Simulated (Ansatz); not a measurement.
**The cluster Zn2Cu (doublet): single points with varied inputs**

Aim: run the cluster Zn2Cu (doublet) under a spread of inputs, and see what each costs and gives.

Method: the settings change from run to run; program: Ansatz 0.2.0, Gaussian basis.

## 1. The relaxed structure

The structure was relaxed beforehand with PBE-D4 in a triple-zeta def2 set.

3 atoms, charge 0, spin multiplicity 2.

Atoms are counted from 1 here; the program's logs count them from 0.

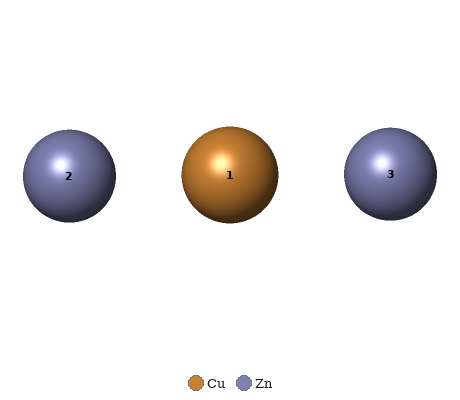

The geometry (copper orange, zinc blue); atoms are numbered from 1 in the order of the file.

## 2. r2SCAN50/cc-pVDZ

Set apart from the defaults: a point charge of -1.00 e beside it, D3(BJ) with three-body dispersion.

The input, in.yaml:

```yaml
crystal:
  periodic: [false, false, false]
  atoms:
    - {symbol: Cu, position_ang: [0.000883, 0.001243, 0.000569]}
    - {symbol: Zn, position_ang: [-0.394271, -0.781657, 2.314580]}
    - {symbol: Zn, position_ang: [0.393399, 0.780415, -2.315149]}
basis:
  gaussian: {orbitals: cc-pVDZ, point_charges: [{charge: -1.00, position_ang: [4.509, -0.932, 0.146]}]}
magnetization: {spin_polarized: true, initial_magnetization: 1}
hamiltonian: {xc: {name: r2SCAN50}, dispersion: d3bjatm}
scf: {omitted_lower_state_checks: [starts]}
```

Command:

```sh
$ ansatz run in.yaml --threads 4 --pin off --events-out ev --progress --plain --max-ram 3916MiB
```

Standard output:

```text
Functional definition: r2SCAN50
  name "r2SCAN50"
  cite "Bursch, Neugebauer, Ehlert & Grimme, J. Chem. Phys. 156, 134105 (2022) doi:10.1063/5.0086040"
  cite "Furness, Kaplan, Ning, Perdew & Sun, J. Phys. Chem. Lett. 11, 8208 (2020) doi:10.1021/acs.jpclett.0c02405"
  cite "Furness, Kaplan, Ning, Perdew & Sun, J. Phys. Chem. Lett. 11, 9248 (2020) doi:10.1021/acs.jpclett.0c03077"
  parent r2scan
  parameter a = 0.5
  parameter k0 = 0.174
  parameter k1 = 0.065
  parameter a1 = 4.9479
  exchange = (1 - a)*r2scan_x(k0 = k0, k1 = k1, a1 = a1) + a*exact_x
  correlation = r2scan_c
these checks for a lower state are left out or cut short: starts
1424 factors; integrals over basis functions are off by at most 9.2e-4 eV
mean field evaluation 1: about -141470.2458 eV, gradient 4.9e1 eV
mean field evaluation 2: about -140719.2771 eV, gradient 4.5e2 eV
mean field evaluation 4: about -141475.3064 eV, gradient 1.0e1 eV
mean field evaluation 8: about -141475.6079 eV, gradient 5.5e-1 eV
mean field evaluation 16: about -141475.6130 eV, gradient 6.3e-3 eV
mean field -141475.61297880 eV, -5199.1328813560 hartree, gradient 8.2e-5 eV, S^2 0.803034; 0 other end points of the search recorded, 0 dependent functions left out
reference -141475.61299245 eV, -5199.1328818579 hartree; 45, 44 occupied and 84, 85 virtual orbitals, 1424 factors
Total energy: -141475.65338237 eV, -5199.1343661601 hartree
Checks for a lower state left out: starts
```

Run time: 16 s. Hardware: 4 threads of Arm Neoverse V1, shared host; peak memory 0.73 GiB.

⟨S²⟩ 0.803.

## 3. PBE0/def2-TZVPD

Options: atoms shaken by 0.03 Å, a point charge of -1.00 e beside it, D3(BJ) dispersion, the search for lower states set to off.

The input, in.yaml:

```yaml
crystal:
  periodic: [false, false, false]
  atoms:
    - {symbol: Cu, position_ang: [0.022964, 0.073727, -0.045800]}
    - {symbol: Zn, position_ang: [-0.372929, -0.747462, 2.386904]}
    - {symbol: Zn, position_ang: [0.400600, 0.818527, -2.332256]}
basis:
  gaussian: {orbitals: def2-TZVPD, point_charges: [{charge: -1.00, position_ang: [3.429, 0.411, 0.495]}]}
magnetization: {spin_polarized: true, initial_magnetization: 1}
hamiltonian: {xc: {name: PBE0}, dispersion: d3bj}
scf: {lower_state_search: off}
```

The command is unchanged.

Standard output, shortened:

```text
Functional definition: PBE0
  name "PBE0"
  cite "Adamo & Barone, J. Chem. Phys. 110, 6158 (1999) doi:10.1063/1.478522"
  cite "Perdew, Burke & Ernzerhof, Phys. Rev. Lett. 77, 3865 (1996) doi:10.1103/PhysRevLett.77.3865"
  parent pbe
[...]
1316 factors; integrals over basis functions are off by at most 4.2e-4 eV
[...]
mean field -141460.72652509 eV, -5198.5858142728 hartree, gradient 8.0e-6 eV, S^2 0.765899; 0 other end points of the search recorded, 0 dependent functions left out
reference -141460.72657133 eV, -5198.5858159722 hartree; 45, 44 occupied and 105, 106 virtual orbitals, 1316 factors
Total energy: -141460.81405081 eV, -5198.5890307838 hartree
Checks for a lower state left out: stability, starts, cluster_reference, orbital_swaps, neighbouring_geometries, increment
```

Run time: 3 s. Hardware: 4 threads of Arm Neoverse V1, shared host.

⟨S²⟩ 0.766.

## 4. PBE0/def2-TZVP

Set apart from the defaults: a point charge of 2.00 e beside it.

The input, in.yaml:

```yaml
crystal:
  periodic: [false, false, false]
  atoms:
    - {symbol: Cu, position_ang: [0.000883, 0.001243, 0.000569]}
    - {symbol: Zn, position_ang: [-0.394271, -0.781657, 2.314580]}
    - {symbol: Zn, position_ang: [0.393399, 0.780415, -2.315149]}
basis:
  gaussian: {orbitals: def2-TZVP, point_charges: [{charge: 2.00, position_ang: [3.305, 0.017, 0.410]}]}
magnetization: {spin_polarized: true, initial_magnetization: 1}
hamiltonian: {xc: {name: PBE0}}
output: {forces: true}
```

Same command.

Standard output, shortened:

```text
Functional definition: PBE0
  name "PBE0"
  cite "Adamo & Barone, J. Chem. Phys. 110, 6158 (1999) doi:10.1063/1.478522"
  cite "Perdew, Burke & Ernzerhof, Phys. Rev. Lett. 77, 3865 (1996) doi:10.1103/PhysRevLett.77.3865"
  parent pbe
[...]
1291 factors; integrals over basis functions are off by at most 4.0e-4 eV
[...]
mean field -141463.91081450 eV, -5198.7028347502 hartree, gradient 5.2e-5 eV, S^2 0.758804; 0 other end points of the search recorded, 0 dependent functions left out
[...]
reference -141463.91084401 eV, -5198.7028358348 hartree; 45, 44 occupied and 96, 97 virtual orbitals, 1291 factors
Total energy: -141463.91084401 eV, -5198.7028358348 hartree
Atom 0 at     0.000883     0.001243     0.000569 Å, force     5.568263    -0.070485     0.974740 eV/Å
Atom 1 at    -0.394271    -0.781657     2.314580 Å, force    -0.644544     0.298111    -0.989873 eV/Å
Atom 2 at     0.393399     0.780415    -2.315149 Å, force    -0.547795    -0.301805     0.843435 eV/Å
Dipole moment:    -1.927450    -0.043864    -0.139338 e Å
```

It took 6 s on 4 threads of Arm Neoverse V1, shared host.

Largest force 5.653 eV/Å, dipole 9.28 D, ⟨S²⟩ 0.759.

## 5. BLYP/cc-pVDZ

This run has restricted open-shell orbitals, a point charge of 2.00 e beside it, the search for lower states set to off.

The input, in.yaml:

```yaml
crystal:
  periodic: [false, false, false]
  atoms:
    - {symbol: Cu, position_ang: [0.000883, 0.001243, 0.000569]}
    - {symbol: Zn, position_ang: [-0.394271, -0.781657, 2.314580]}
    - {symbol: Zn, position_ang: [0.393399, 0.780415, -2.315149]}
basis:
  gaussian: {orbitals: cc-pVDZ, point_charges: [{charge: 2.00, position_ang: [4.908, -0.049, 0.419]}]}
magnetization: {spin_polarized: false, initial_magnetization: 1}
hamiltonian: {xc: {name: BLYP}}
scf: {lower_state_search: off}
output: {forces: true}
```

Launched as before.

Standard output, shortened:

```text
Functional definition: BLYP
  name "BLYP"
  cite "Becke, Phys. Rev. A 38, 3098 (1988) doi:10.1103/PhysRevA.38.3098"
  cite "Lee, Yang & Parr, Phys. Rev. B 37, 785 (1988) doi:10.1103/PhysRevB.37.785"
[...]
1522 factors; their error is unknown
[...]
mean field -141492.34742600 eV, -5199.7478609478 hartree, gradient 1.8e-6 eV, S^2 0.750000; 0 other end points of the search recorded, 0 dependent functions left out
[...]
reference -141492.34772630 eV, -5199.7478719837 hartree; 45, 44 occupied and 84, 85 virtual orbitals, 1522 factors
Total energy: -141492.34772630 eV, -5199.7478719837 hartree
Atom 0 at     0.000883     0.001243     0.000569 Å, force     0.911471    -0.031391     0.144480 eV/Å
Atom 1 at    -0.394271    -0.781657     2.314580 Å, force    -0.172797    -0.044934     0.124484 eV/Å
Atom 2 at     0.393399     0.780415    -2.315149 Å, force    -0.105466     0.068084    -0.210084 eV/Å
Dipole moment:    -0.975469    -0.012353    -0.018481 e Å
Checks for a lower state left out: stability, starts, cluster_reference, orbital_swaps, neighbouring_geometries, increment
```

It took 3.4 s on 4 threads of Arm Neoverse V1, shared host.

Largest force 0.923 eV/Å, dipole 4.69 D.

## 6. All runs side by side

```csv
level,charge,multiplicity,geometry,functions,energy (eV),time
r2SCAN50/cc-pVDZ,0,2,"relaxed, point charge",129,-141475.653,16 s
PBE0/def2-TZVPD,0,2,"shaken, point charge",150,-141460.814,3 s
PBE0/def2-TZVP,0,2,"relaxed, point charge",141,-141463.911,6 s
BLYP/cc-pVDZ,0,2,"relaxed, point charge",129,-141492.348,3.4 s
```

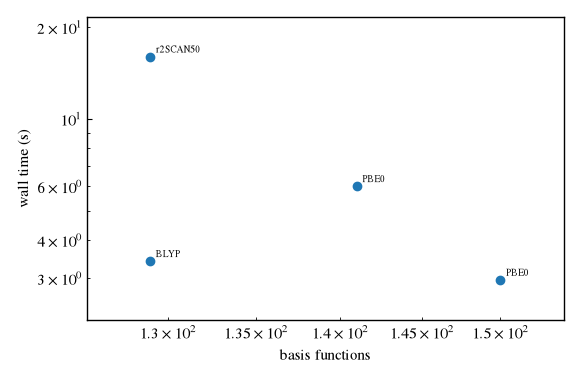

Wall time against the number of basis functions (shared host).

## 7. Results

| quantity | value |
| --- | --- |
| runs | 4 |
| quickest | PBE0/def2-TZVPD, 3 s |
| slowest | r2SCAN50/cc-pVDZ, 16 s |

**Reading.** The runs differ in state or geometry as well as level, so their energies can't be set against each other. Run time spans a factor of 5, from PBE0/def2-TZVPD to r2SCAN50/cc-pVDZ. The jobs differ in tasks and options as well as level.
